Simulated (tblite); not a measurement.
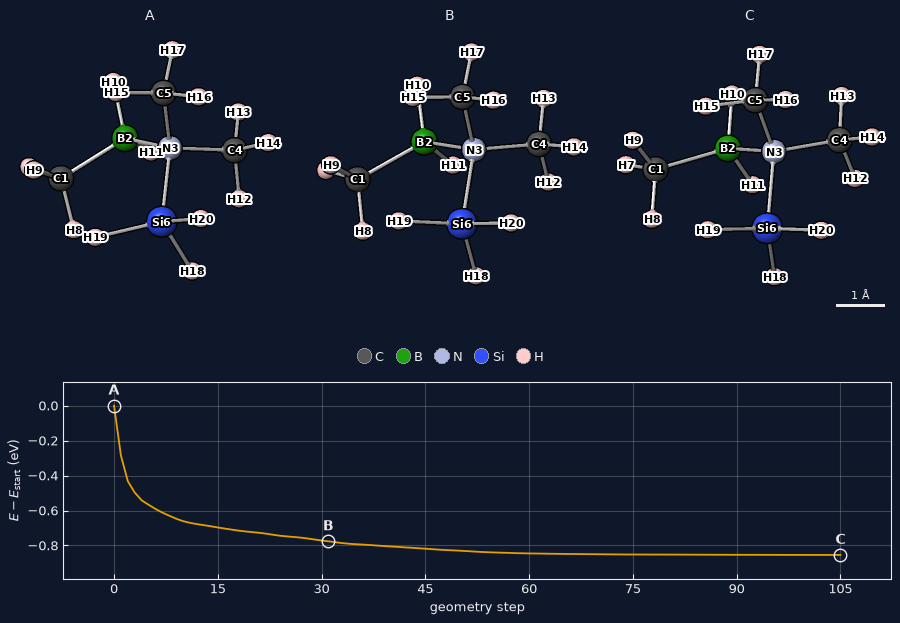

Frames of a relaxation of C3H14BNSi, marked on the history of the run. Style: ball-and-stick. Shown at a tilt.

Theory: tblite 0.8.0, GFN2-xTB geometry optimisation, gas phase. 

### What happens along the run?

H8 moves most after the best rigid fit: 0.73 Å. Largest moves by element: H 0.73 Å, B 0.33 Å, C 0.27 Å, Si 0.19 Å, N 0.11 Å. Some distances before and after: B2–N3 1.490 → 1.680 Å, C1–B2 1.582 → 1.620 Å, Si6–H18 1.479 → 1.453 Å, C1–H8 1.118 → 1.092 Å. Bond angles that change, for instance: H10–B2–H11 104.9° → 112.2°, C4–N3–Si6 104.4° → 110.4°, C1–B2–N3 116.1° → 110.1°. Groups turn about B2–N3 by about 30°, N3–Si6 by about 30°. The energy falls by 0.854 eV in 105 geometry steps. From step 0 to 31: H atoms move most (0.46 Å), energy −0.776 eV. From step 31 to 105: H9 moves most (0.51 Å), energy −0.078 eV.
